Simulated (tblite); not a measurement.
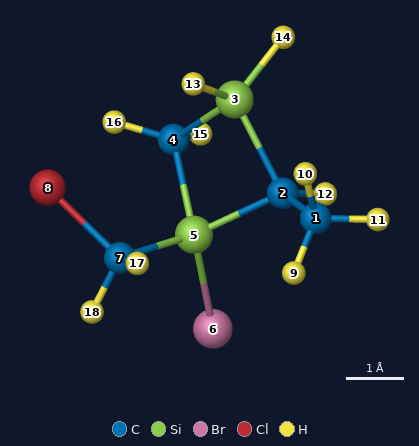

The input geometry (ball-and-stick view, seen at a tilt; atoms are numbered from 1 in the order of the input).

**Geometry relaxation, with input and output: C₄H₁₀BrClSi₂**

C₄H₁₀BrClSi₂, computed with GFN2-xTB geometry optimisation, gas phase (tblite 0.8.0).

It belongs to a series of runs on one base structure; here: H on Si replaced by Br.

**What the program printed**
```
step      E/eV     max force
  0    -700.00012    2.531
  1    -700.26187    0.897
  2    -700.35249    0.726
  3    -700.44132    0.706
  4    -700.52073    0.741
  5    -700.56569    0.565
  6    -700.58756    0.268
  7    -700.60204    0.272
  8    -700.61455    0.321
  9    -700.62655    0.345
 10    -700.63524    0.205
 11    -700.64113    0.181
 12    -700.64557    0.155
 13    -700.64954    0.202
 14    -700.65344    0.156
 15    -700.65741    0.155
 16    -700.66158    0.171
 17    -700.66581    0.185
 18    -700.66961    0.156
 19    -700.67297    0.156
 20    -700.67623    0.157
 21    -700.67948    0.148
 22    -700.68281    0.165
 23    -700.68642    0.174
 24    -700.69048    0.192
 25    -700.69518    0.194
 26    -700.70049    0.196
 27    -700.70612    0.189
 28    -700.71163    0.174
 29    -700.71673    0.170
 30    -700.72185    0.154
 31    -700.72701    0.195
 32    -700.73188    0.212
 33    -700.73689    0.188
 34    -700.74285    0.213
 35    -700.74985    0.210
 36    -700.75774    0.179
 37    -700.76558    0.199
 38    -700.76954    0.526
 39    -700.77507    0.344
 40    -700.78418    0.165
 41    -700.79055    0.147
 42    -700.80057    0.133
 43    -700.80345    0.141
 44    -700.80943    0.135
 45    -700.81456    0.155
 46    -700.82005    0.190
 47    -700.82569    0.173
 48    -700.83141    0.195
 49    -700.83618    0.155
 50    -700.83964    0.171
 51    -700.84213    0.126
 52    -700.84427    0.109
 53    -700.84668    0.151
 54    -700.84897    0.134
 55    -700.85101    0.093
 56    -700.85232    0.070
 57    -700.85313    0.071
 58    -700.85384    0.066
 59    -700.85473    0.072
 60    -700.85584    0.093
 61    -700.85703    0.071
 62    -700.85791    0.080
 63    -700.85876    0.065
 64    -700.85963    0.058
 65    -700.86056    0.070
 66    -700.86142    0.071
 67    -700.86224    0.065
 68    -700.86302    0.064
 69    -700.86380    0.083
 70    -700.86463    0.091
 71    -700.86556    0.071
 72    -700.86667    0.089
 73    -700.86811    0.107
 74    -700.87003    0.155
 75    -700.87276    0.187
 76    -700.87629    0.165
 77    -700.88025    0.147
 78    -700.87997    0.342
 79    -700.88525    0.149
 80    -700.88695    0.115
 81    -700.89037    0.148
 82    -700.89242    0.088
 83    -700.89676    0.130
 84    -700.90147    0.163
 85    -700.90348    0.169
 86    -700.90510    0.084
 87    -700.90677    0.096
 88    -700.90803    0.088
 89    -700.90954    0.080
 90    -700.91087    0.089
 91    -700.91184    0.086
 92    -700.91275    0.071
 93    -700.91362    0.063
 94    -700.91433    0.056
 95    -700.91475    0.048
 96    -700.91502    0.039
 97    -700.91528    0.045
 98    -700.91561    0.050
 99    -700.91599    0.045
100    -700.91636    0.044
101    -700.91665    0.034
102    -700.91689    0.033
103    -700.91712    0.033
104    -700.91734    0.028
105    -700.91754    0.028
106    -700.91770    0.029
107    -700.91781    0.020
108    -700.91788    0.024
109    -700.91795    0.018
110    -700.91804    0.019
111    -700.91814    0.021
112    -700.91826    0.030
113    -700.91841    0.032
114    -700.91857    0.035
115    -700.91872    0.034
116    -700.91885    0.026
117    -700.91895    0.025
118    -700.91904    0.022
119    -700.91909    0.016
120    -700.91913    0.011
121    -700.91915    0.013
122    -700.91917    0.013
123    -700.91919    0.010
124    -700.91921    0.010
```

**Trajectory as extended XYZ (Å, eV, eV/Å), 6 of the 125 frames kept, from step=0 to step=124**
```
18
Properties=species:S:1:pos:R:3:forces:R:3 step=0 energy=-700.00012
C     1.7200   -1.0258    0.8514    1.3510   0.0250   0.4860
C     1.0304   -0.4290   -0.3514    1.7030  -0.7320   0.2160
Si    0.8409    1.4290   -0.3244    0.7120   1.6950  -0.3170
C    -0.7146    1.1259   -1.3539   -0.6000   0.3140  -0.0060
Si   -0.7844   -0.5579   -0.4908   -0.8120  -0.5700  -2.3280
Br   -1.4044   -2.2679   -1.8077   -0.1040  -0.0490   0.0840
C    -1.8380   -0.4377    0.9921   -1.8220  -0.7760   1.5180
Cl   -2.5954    1.1819    1.0278   -0.1390  -0.0930   0.5220
H     1.1163   -1.7797    1.3913    0.5320   0.3260  -0.3490
H     2.0092   -0.2064    1.5600   -0.3350  -0.8580  -0.3290
H     2.6781   -1.4475    0.4818   -0.5510  -0.1660   0.6780
H     1.5200   -0.7343   -1.3025   -0.3050   0.0100   0.6180
H     0.5655    1.9793    1.0159    0.0950  -0.1480  -0.2520
H     1.9005    2.1326   -1.0510   -0.0180   0.0510   0.1600
H    -0.4767    1.0239   -2.4213   -0.5060   0.4500   0.3900
H    -1.5392    1.7973   -1.0757    0.3320  -0.1850  -1.0290
H    -1.3432   -0.6169    1.9597   -0.2530   0.1350  -0.4090
H    -2.6939   -1.1604    0.8872    0.7200   0.5740   0.3460
18
Properties=species:S:1:pos:R:3:forces:R:3 step=25 energy=-700.69518
C     1.7370   -1.0456    0.9283    0.0970  -0.0080   0.0770
C     1.0524   -0.3893   -0.2726    0.1710  -0.0320   0.0670
Si    0.9528    1.5332   -0.4800    0.0400  -0.0270   0.0400
C    -0.6924    1.2092   -1.4099   -0.0910  -0.0280  -0.0270
Si   -0.8389   -0.4896   -0.5641    0.0100  -0.0260  -0.0690
Br   -1.5262   -2.2485   -1.7834    0.0440   0.0660  -0.0170
C    -1.9036   -0.5515    1.0122   -0.1090   0.0590   0.0960
Cl   -2.6741    1.0302    1.3239   -0.0080   0.0080  -0.0190
H     1.1537   -1.8780    1.3268    0.0220   0.0660  -0.0600
H     1.9114   -0.3377    1.7378   -0.1900   0.0370  -0.0190
H     2.7156   -1.4392    0.6554   -0.0410   0.0090  -0.0610
H     1.5079   -0.7923   -1.1814    0.0370  -0.0100  -0.0080
H     0.6704    2.1707    0.8038    0.0500   0.0020   0.0460
H     1.9928    2.2483   -1.2071    0.0580  -0.0640  -0.0510
H    -0.5561    1.1141   -2.4834   -0.0210   0.0380  -0.0330
H    -1.4870    1.9247   -1.2423   -0.0780   0.0060  -0.0110
H    -1.3205   -0.7710    1.9013    0.0450  -0.0910  -0.0150
H    -2.7041   -1.2813    0.9232   -0.0380  -0.0040   0.0630
18
Properties=species:S:1:pos:R:3:forces:R:3 step=50 energy=-700.83964
C     1.5994   -0.9321    1.0338    0.0950  -0.0500   0.0570
C     1.0339   -0.4266   -0.2877    0.0450  -0.0180   0.0420
Si    1.0689    1.4704   -0.6430   -0.0590   0.0780  -0.0680
C    -0.7238    1.2851   -1.3416    0.0560   0.0480   0.0110
Si   -0.8624   -0.4535   -0.5797    0.0680  -0.0340   0.0100
Br   -1.4820   -2.0685   -2.0073   -0.0450   0.0050   0.0200
C    -1.8806   -0.6782    1.0168   -0.0810   0.0460   0.0240
Cl   -2.5102    0.8996    1.5855    0.0850  -0.0940  -0.0070
H     1.3847   -1.9936    1.1882    0.0040   0.1110  -0.0620
H     1.1787   -0.3767    1.8721    0.0250  -0.0190  -0.0400
H     2.6860   -0.8089    1.0625   -0.1690   0.0130  -0.0200
H     1.5276   -0.9640   -1.1031    0.0220   0.0040   0.0600
H     1.1118    2.2814    0.5769   -0.0100  -0.0840  -0.0820
H     2.0622    1.8904   -1.6255    0.0260   0.0250  -0.0040
H    -0.7529    1.2568   -2.4296    0.0150   0.0170   0.0450
H    -1.4445    2.0349   -1.0284    0.0110  -0.0700   0.0390
H    -1.2631   -1.0838    1.8161   -0.0710   0.0330  -0.0080
H    -2.7424   -1.3263    0.8822   -0.0160  -0.0130  -0.0170
18
Properties=species:S:1:pos:R:3:forces:R:3 step=74 energy=-700.87003
C     1.5957   -0.8597    1.0771   -0.0360   0.0150   0.0060
C     1.0718   -0.4377   -0.2906   -0.0060   0.0160   0.0200
Si    1.1028    1.4515   -0.7250    0.0880  -0.0110  -0.0140
C    -0.7294    1.2812   -1.2891    0.0380   0.0000   0.0050
Si   -0.8305   -0.4795   -0.5751    0.0750  -0.1000  -0.0910
Br   -1.5431   -2.0474   -2.0221    0.0580   0.0300   0.0100
C    -1.9263   -0.7302    0.9650    0.0160   0.0140   0.0210
Cl   -2.3250    0.8539    1.6938   -0.0020  -0.0980  -0.0070
H     1.4838   -1.9330    1.2280   -0.0420  -0.0040   0.0180
H     1.0608   -0.3397    1.8688   -0.0030  -0.0090   0.0320
H     2.6522   -0.6220    1.1803    0.0320   0.0290  -0.0470
H     1.6038   -1.0238   -1.0467   -0.0820   0.0500   0.0130
H     1.2658    2.2928    0.4599   -0.0330  -0.0370  -0.0230
H     2.0558    1.8204   -1.7704   -0.0350  -0.0150  -0.0010
H    -0.8599    1.3189   -2.3673   -0.0110   0.0260   0.0090
H    -1.4174    1.9972   -0.8532   -0.0220   0.0340  -0.0280
H    -1.4094   -1.3011    1.7322   -0.0420  -0.0350   0.0030
H    -2.8604   -1.2357    0.7228    0.0070   0.0960   0.0720
18
Properties=species:S:1:pos:R:3:forces:R:3 step=99 energy=-700.91599
C     1.5905   -0.7331    1.1616   -0.0160  -0.0050  -0.0150
C     1.0758   -0.4223   -0.2381    0.0120   0.0180  -0.0390
Si    1.1307    1.4201   -0.8320   -0.0090   0.0140   0.0380
C    -0.7480    1.2874   -1.2333   -0.0060   0.0020  -0.0320
Si   -0.8136   -0.4920   -0.5553    0.0020  -0.0020  -0.0010
Br   -1.3395   -2.0298   -2.1025   -0.0290  -0.0060  -0.0080
C    -2.0117   -0.8160    0.8883    0.0100  -0.0280   0.0220
Cl   -1.8588    0.5081    2.0737    0.0030   0.0040   0.0020
H     1.4705   -1.7900    1.3999   -0.0220   0.0130   0.0070
H     1.0563   -0.1504    1.9069   -0.0080   0.0130   0.0380
H     2.6489   -0.4925    1.2384    0.0200   0.0090   0.0040
H     1.6063   -1.0688   -0.9415   -0.0010  -0.0170  -0.0050
H     1.4169    2.3567    0.2507    0.0050  -0.0090  -0.0100
H     1.9741    1.6396   -2.0041    0.0030   0.0010   0.0080
H    -0.9877    1.3679   -2.2903    0.0060   0.0090   0.0010
H    -1.3771    2.0042   -0.7127    0.0130  -0.0240   0.0010
H    -1.7918   -1.7421    1.4152   -0.0110   0.0060  -0.0230
H    -3.0505   -0.8406    0.5633    0.0260   0.0000   0.0130
18
Properties=species:S:1:pos:R:3:forces:R:3 step=124 energy=-700.91921
C     1.5662   -0.7198    1.1645    0.0010  -0.0050  -0.0050
C     1.0738   -0.4220   -0.2467    0.0020   0.0050  -0.0020
Si    1.1311    1.4230   -0.8285   -0.0040  -0.0010   0.0000
C    -0.7432    1.2872   -1.2501   -0.0050   0.0000  -0.0020
Si   -0.8142   -0.4925   -0.5718    0.0010   0.0000  -0.0040
Br   -1.3939   -2.0219   -2.1090    0.0020  -0.0030  -0.0080
C    -1.9845   -0.8284    0.8922    0.0010  -0.0050  -0.0030
Cl   -1.8028    0.4726    2.0980    0.0000   0.0040   0.0030
H     1.4118   -1.7669    1.4237   -0.0010  -0.0040   0.0020
H     1.0430   -0.1080    1.8955    0.0000   0.0040   0.0030
H     2.6308   -0.5070    1.2463    0.0000  -0.0030   0.0050
H     1.6146   -1.0731   -0.9381   -0.0020  -0.0010   0.0040
H     1.4103    2.3513    0.2623   -0.0020  -0.0010  -0.0010
H     1.9874    1.6507   -1.9891    0.0060   0.0060  -0.0050
H    -0.9709    1.3702   -2.3094   -0.0020   0.0000   0.0020
H    -1.3791    2.0004   -0.7340    0.0020   0.0010   0.0010
H    -1.7598   -1.7669    1.3937   -0.0010   0.0000   0.0070
H    -3.0293   -0.8426    0.5890    0.0010   0.0030   0.0020
```

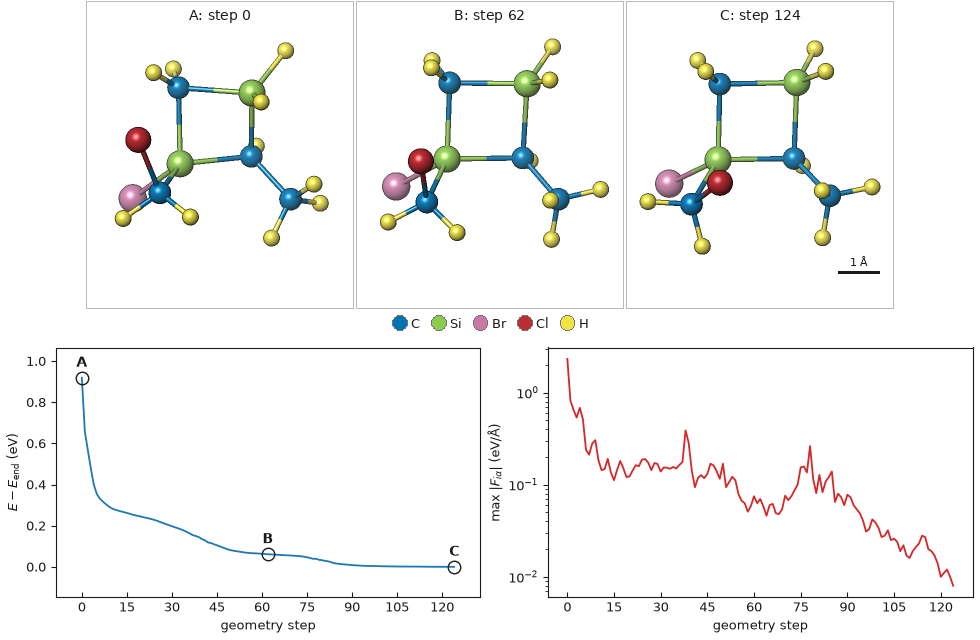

Frames of the relaxation (ball-and-stick view, seen at a tilt) above the curves, on which the letters mark them (steps are counted from 0).

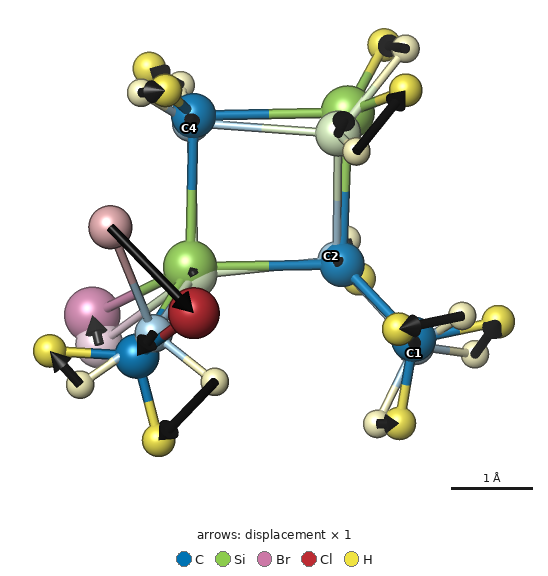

Start (faint) and end (solid) with the displacements as black arrows, at true length (ball-and-stick view, seen at a tilt). The two geometries are laid on each other by the best rigid fit. The energy falls by 0.919 eV in 124 geometry steps. Largest force component: 2.3 eV/Å at the start, 0.008 eV/Å at the end. The largest move after the best rigid fit is that of Cl8, 1.51 Å. By element the largest moves are Cl 1.51 Å, H 1.33 Å, Si 0.60 Å, C 0.45 Å, Br 0.39 Å. Distances before and after: C2–Si5 1.825 → 1.917 Å, Si5–C7 1.823 → 1.904 Å, C2–Si3 1.868 → 1.935 Å, C7–H18 1.125 → 1.088 Å. Among the angles that change: H15–C4–H16 117.7° → 106.9°, C4–Si5–C7 109.5° → 117.5°, Br6–Si5–C7 111.6° → 104.3°. (Atoms are counted from 1 in the order of the input.)

This output came from the following input.

**The input**
```
{"job": {"kind": "relax", "xc": "GFN2-xTB", "basis": "xTB"}, "charge": 0, "multiplicity": 1}
C      1.720000    -1.025800     0.851400
C      1.030400    -0.429000    -0.351400
Si     0.840900     1.429000    -0.324400
C     -0.714600     1.125900    -1.353900
Si    -0.784400    -0.557900    -0.490800
Br    -1.404400    -2.267900    -1.807700
C     -1.838000    -0.437700     0.992100
Cl    -2.595400     1.181900     1.027800
H      1.116300    -1.779700     1.391300
H      2.009200    -0.206400     1.560000
H      2.678100    -1.447500     0.481800
H      1.520000    -0.734300    -1.302500
H      0.565500     1.979300     1.015900
H      1.900500     2.132600    -1.051000
H     -0.476700     1.023900    -2.421300
H     -1.539200     1.797300    -1.075700
H     -1.343200    -0.616900     1.959700
H     -2.693900    -1.160400     0.887200
```

The first line tells a small driver script what to run in tblite; the rest is the geometry in Å.

Launch command:
```bash
OMP_NUM_THREADS=1 python <driver script> task.json out
```

**Summary**

- outcome: converged
- total energy: −700.9192 eV
- hardware: 1 CPU thread, shared host
- wall time: 2.6 s
- peak memory: 0.18 GiB
